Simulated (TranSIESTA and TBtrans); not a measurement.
System: 1,3-phenylene held by thiolate S between two Pt chains. Leads: straight Pt chain, spacing 2.4 Å. Geometry: 14 atoms about the centre moved by SIESTA (PBE, SZP) to a largest force of 0.09 eV/Å, all others as built. Transport runs along z; the first 6 and the last 6 of the 30 atoms are the lead cells, repeated to infinity.

```xyz
30
Lattice="15.739 0.000 0.000 0.000 15.739 0.000 0.000 0.000 48.105" Properties=species:S:1:pos:R:3 pbc="F F T"
Pt     7.870     7.870     0.000
Pt     7.870     7.870     2.400
Pt     7.870     7.870     4.800
Pt     7.870     7.870     7.200
Pt     7.870     7.870     9.600
Pt     7.870     7.870    12.000
Pt     7.870     7.870    14.400
Pt     7.870     7.870    16.800
Pt     7.634     7.855    19.176
S      9.419     7.644    20.455
C      8.705     8.666    21.807
C      8.952    10.094    21.855
C      8.320    10.907    22.852
C      7.476    10.315    23.850
C      7.296     8.877    23.898
S      6.320     8.104    25.251
C      7.895     8.068    22.852
H      9.653    10.560    21.059
H      8.495    12.053    22.853
H      6.945    10.967    24.647
H      7.723     6.920    22.854
Pt     8.092     7.791    26.529
Pt     7.870     7.870    28.905
Pt     7.870     7.870    31.305
Pt     7.870     7.870    33.705
Pt     7.870     7.870    36.105
Pt     7.870     7.870    38.505
Pt     7.870     7.870    40.905
Pt     7.870     7.870    43.305
Pt     7.870     7.870    45.705
```

Method: TranSIESTA and TBtrans, PBE, DZP numerical orbitals (energy shift 0.15 eV), PseudoDojo norm-conserving scalar-relativistic potentials, mesh cutoff 150 Ry, 300 K, no spin polarisation, no spin-orbit coupling; self-consistent non-equilibrium Green functions.

Energies count from the leads' Fermi level. Transmissions are for one spin of a degenerate pair. The energy step is 0.02 eV; narrower resonances are cut or missed.

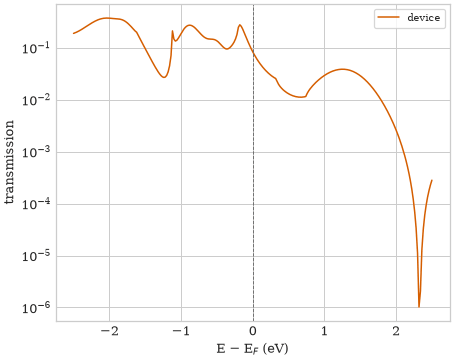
Transmission against energy

```tsv
E (eV)	T	lead channels
-2.40	0.22	3
-2.20	0.32	3
-2.00	0.37	3
-1.80	0.33	3
-1.60	0.18	4
-1.40	0.053	4
-1.20	0.029	4
-1.00	0.19	band edge
-0.80	0.24	6
-0.60	0.15	6
-0.40	0.099	6
-0.20	0.25	band edge
0.00	0.083	4
0.20	0.034	4
0.40	0.017	3
0.60	0.011	3
0.80	0.016	1
1.00	0.029	1
1.20	0.038	1
1.40	0.035	1
1.60	0.022	1
1.80	0.0094	1
2.00	0.0026	1
2.20	0.00027	1
2.40	6.0e-5	1
```

The leads are straight chains one atom wide, held at their spacing: model electrodes, not surfaces. Semilocal functionals put molecular levels too close to the Fermi level and tend to overestimate such conductances.
